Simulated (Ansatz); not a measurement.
# One shape, several levels: SiNH3F− (SMILES N[SiH-]F)

We compute a comparison of 6 runs (UB3LYP/STO-3G, UPBE/STO-3G, BCCD(T)/STO-3G, CCSDT(Q)/STO-3G, CCSD/STO-3G, FCI/STO-3G) of SiNH3F−. 

Program for the calculation: Ansatz 0.2.0.

2 further runs of the same task are left out: 2 that didn't finish.

## 1. The structure to begin with

The species is SiNH3F− (6 atoms), meant as a singlet with charge -1. SMILES: `N[SiH-]F`. The H4–N1 distance was set to 1.521 Å, away from the relaxed value. At this shape a bond of the SMILES string is far longer than usual.

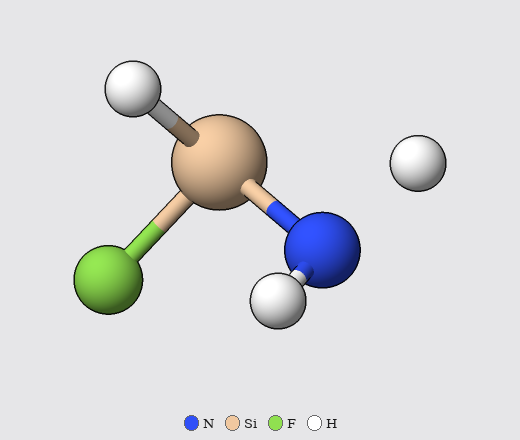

Viewed from a chosen angle; nitrogen blue, silicon light orange, fluorine green, hydrogen white.

## 2. A single-point energy at UB3LYP/STO-3G (run 1)

Contents of job.yaml:

```yaml
crystal:
  periodic: [false, false, false]
  atoms:
    - {symbol: N, position_ang: [-0.348723, -0.283672, -0.747752]}
    - {symbol: Si, position_ang: [0.339147, -0.920422, 0.772638]}
    - {symbol: F, position_ang: [1.701317, -1.710562, 0.083978]}
    - {symbol: H, position_ang: [-1.421390, 0.759670, -0.473570]}
    - {symbol: H, position_ang: [0.325477, 0.139738, -1.387762]}
    - {symbol: H, position_ang: [1.191917, 0.276388, 1.295508]}
basis:
  gaussian:
    orbitals: STO-3G
total_charge: -1
magnetization:
  spin_polarized: true
  initial_magnetization: 0
hamiltonian:
  xc: {name: B3LYP}
accuracy: high
```

Launch:

```sh
$ ansatz run job.yaml --threads 1 --pin off --max-ram 2610MiB --events-out events.jsonl --progress --plain --runs-dir runs
```

Standard output:

```text
Warning: RAYON_NUM_THREADS=1 ignored (pool sized by the plan → 1); use --threads N
Functional definition: B3LYP
  name "B3LYP"
  parameter a0 = 0.2
  parameter ax = 0.72
  parameter ac = 0.81
  exchange = (1 - a0 - ax)*slater_x + ax*b88_x + a0*exact_x
  correlation = (1 - ac)*vwn_rpa_c + ac*lyp_c
408 factors; integrals over basis functions are off by at most 2.5e-8 eV
mean field evaluation 1: about -11974.6160 eV, gradient 9.8e0 eV
mean field evaluation 2: about -11974.7391 eV, gradient 9.5e0 eV
mean field evaluation 4: about -11975.5744 eV, gradient 5.9e-1 eV
mean field evaluation 8: about -11975.5431 eV, gradient 6.8e-3 eV
mean field evaluation 16: about -11975.5431 eV, gradient 5.3e-7 eV
mean field -11975.54309922 eV, -440.0930915818 hartree, gradient 9.2e-9 eV, S^2 0.000000; 0 other end points of the search recorded, 0 dependent functions left out
reference -11975.54312625 eV, -440.0930925750 hartree; 17, 17 occupied and 5, 5 virtual orbitals, 408 factors
Total energy: -11975.54312625 eV, -440.0930925750 hartree
```

It took 2.6 s on 1 thread of Arm Neoverse V1, shared host; peak memory 0.14 GiB.

## 3. A single-point energy at UPBE/STO-3G (run 2)

Contents of input.yaml:

```yaml
crystal:
  periodic: [false, false, false]
  atoms:
    - {symbol: N, position_ang: [-0.348723, -0.283672, -0.747752]}
    - {symbol: Si, position_ang: [0.339147, -0.920422, 0.772638]}
    - {symbol: F, position_ang: [1.701317, -1.710562, 0.083978]}
    - {symbol: H, position_ang: [-1.421390, 0.759670, -0.473570]}
    - {symbol: H, position_ang: [0.325477, 0.139738, -1.387762]}
    - {symbol: H, position_ang: [1.191917, 0.276388, 1.295508]}
basis:
  gaussian:
    orbitals: STO-3G
total_charge: -1
magnetization:
  spin_polarized: true
hamiltonian:
  xc: {name: PBE}
accuracy: high
```

Launch:

```sh
$ ansatz run input.yaml --threads 1 --pin off --max-ram 2610MiB --events-out events.jsonl --progress --plain --runs-dir runs
```

Standard output:

```text
Warning: RAYON_NUM_THREADS=1 ignored (pool sized by the plan → 1); use --threads N
Functional definition: PBE
  name "PBE"
  parameter kappa = 0.804
  parameter beta = 0.06672455060314922
  exchange = pbe_x(kappa = kappa, mu = beta*pi^2/3)
  correlation = pbe_c(beta = beta)
408 factors; integrals over basis functions are off by at most 2.5e-8 eV
mean field evaluation 1: about -11962.5611 eV, gradient 2.3e1 eV
mean field evaluation 2: about -11959.9308 eV, gradient 2.4e1 eV
mean field evaluation 4: about -11966.5083 eV, gradient 5.8e0 eV
mean field evaluation 8: about -11966.6780 eV, gradient 1.5e-1 eV
mean field evaluation 16: about -11966.6783 eV, gradient 5.4e-6 eV
mean field -11966.67829286 eV, -439.7673159566 hartree, gradient 1.7e-8 eV, S^2 0.000000; 1 other end points of the search recorded, 0 dependent functions left out
reference -11966.67829467 eV, -439.7673160232 hartree; 17, 17 occupied and 5, 5 virtual orbitals, 408 factors
Total energy: -11966.67829467 eV, -439.7673160232 hartree
```

Wall time 2.6 s (1 thread of Arm Neoverse V1, shared host); peak memory 0.14 GiB.

Runs 3 to 4 aren't shown in full; the table further down has their settings and results.

## 4. A single-point energy at CCSD/STO-3G (run 5)

Contents of in.yaml:

```yaml
crystal:
  periodic: [false, false, false]
  atoms:
    - {symbol: N, position_ang: [-0.348723, -0.283672, -0.747752]}
    - {symbol: Si, position_ang: [0.339147, -0.920422, 0.772638]}
    - {symbol: F, position_ang: [1.701317, -1.710562, 0.083978]}
    - {symbol: H, position_ang: [-1.421390, 0.759670, -0.473570]}
    - {symbol: H, position_ang: [0.325477, 0.139738, -1.387762]}
    - {symbol: H, position_ang: [1.191917, 0.276388, 1.295508]}
basis:
  gaussian:
    orbitals: STO-3G
total_charge: -1
correlation:
  method: ccsd
  frozen_orbitals: {F: 1, H: 0, "N": 1, Si: 5}
accuracy: high
scf:
  omitted_lower_state_checks: [cluster_reference, increment]
```

Launch:

```sh
$ ansatz run in.yaml --threads 1 --pin off --max-ram 2610MiB --events-out events.jsonl --progress --plain --runs-dir runs
```

Standard output, cut to the lines that bear on the results:

```text
Warning: RAYON_NUM_THREADS=1 ignored (pool sized by the plan → 1); use --threads N
Functional definition: HF
  name "HF"
[...]
408 factors; integrals over basis functions are off by at most 2.5e-8 eV
[...]
mean field -11941.13376961 eV, -438.8285720421 hartree, gradient 1.9e-8 eV, S^2 0.000000; 0 other end points of the search recorded, 0 dependent functions left out; unrestricted orbitals would lower it
7 core orbitals not correlated: weight in the atoms' cores, before any rotation towards them, 1.000 or more for the frozen orbitals, at most 0.000 for the correlated occupied ones
reference -11941.13376961 eV, -438.8285720421 hartree; 10, 10 occupied and 5, 5 virtual orbitals, 408 factors
second order -2.93924529 eV of doubles, -0.00000000 eV of singles
cycle   1  -3.59390079 eV  change   -6.5e-1 eV  update   8.5e-2
[...]
cycle  29  -4.05270336 eV  change    1.4e-9 eV  update  7.4e-10
Total energy: -11945.18647298 eV, -438.9775061437 hartree
Checks for a lower state left out: cluster_reference, increment
```

It took 0.26 s on 1 thread of Arm Neoverse V1, shared host.

## 5. The energy at FCI/STO-3G (run 6)

Contents of run.yaml:

```yaml
crystal:
  periodic: [false, false, false]
  atoms:
    - {symbol: "N", position_ang: [-0.348723, -0.283672, -0.747752]}
    - {symbol: Si, position_ang: [0.339147, -0.920422, 0.772638]}
    - {symbol: F, position_ang: [1.701317, -1.710562, 0.083978]}
    - {symbol: H, position_ang: [-1.421390, 0.759670, -0.473570]}
    - {symbol: H, position_ang: [0.325477, 0.139738, -1.387762]}
    - {symbol: H, position_ang: [1.191917, 0.276388, 1.295508]}
basis:
  gaussian: {orbitals: STO-3G}
accuracy: high
total_charge: -1
correlation: {method: fci, frozen_orbitals: {F: 1, H: 0, "N": 1, Si: 5}}
```

Launch:

```sh
$ ansatz run run.yaml --threads 1 --pin off --max-ram 2610MiB --events-out events.jsonl --progress --plain --runs-dir runs
```

Standard output:

```text
Warning: RAYON_NUM_THREADS=1 ignored (pool sized by the plan → 1); use --threads N
Functional definition: HF
  name "HF"
  exchange = exact_x
  correlation = 0
408 factors; integrals over basis functions are off by at most 2.5e-8 eV
mean field evaluation 1: about -11940.2704 eV, gradient 1.1e1 eV
mean field evaluation 2: about -11940.3638 eV, gradient 1.1e1 eV
mean field evaluation 4: about -11941.1211 eV, gradient 1.0e0 eV
mean field evaluation 8: about -11941.1350 eV, gradient 1.3e-4 eV
mean field -11941.13376961 eV, -438.8285720421 hartree, gradient 1.9e-8 eV, S^2 0.000000; 0 other end points of the search recorded, 0 dependent functions left out; unrestricted orbitals would lower it
mean field evaluation 16: about -11941.0047 eV, gradient 6.9e0 eV
7 core orbitals not correlated: weight in the atoms' cores, before any rotation towards them, 1.000 or more for the frozen orbitals, at most 0.000 for the correlated occupied ones
reference -11941.13376961 eV, -438.8285720421 hartree; 10, 10 occupied and 5, 5 virtual orbitals, 408 factors
state -11945.27355178 eV, -438.9807062306 hartree
Total energy: -11945.27355178 eV, -438.9807062306 hartree
```

It took 60 s on 1 thread of Arm Neoverse V1, shared host; peak memory 0.72 GiB.

## 6. The series

```csv
run,level,frozen core orbitals,energy (Eh),wall time
1,UB3LYP/STO-3G,–,-440.093093,2.6 s
2,UPBE/STO-3G,–,-439.767316,2.6 s
3,BCCD(T)/STO-3G,7,-438.979922,0.3 s
4,CCSDT(Q)/STO-3G,7,-438.980696,0.77 s
5,CCSD/STO-3G,7,-438.977506,0.26 s
6,FCI/STO-3G,7,-438.980706,60 s
```

## 7. Summary of results

```
                                          quantity          value
                               run 6: total energy  -438.98071 Eh
run 6: correlation energy (7 core orbitals frozen)     -152.1 mEh
```

In words: Against full CI in this basis: BCCD(T) +0.8 mEh; CCSDT(Q) +0.0 mEh; CCSD +3.2 mEh. Totals of different functionals can't be ranked against each other. In runs 3, 4, 5 the log says that unrestricted orbitals would lower the reference, so the values rest on an unstable closed-shell determinant (other closed-shell runs at this shape may share the fault). In runs 1, 2, 3, 4, 5, 6 the basis is minimal, so the values are rough. All runs together took 67 s, the longest 60 s.
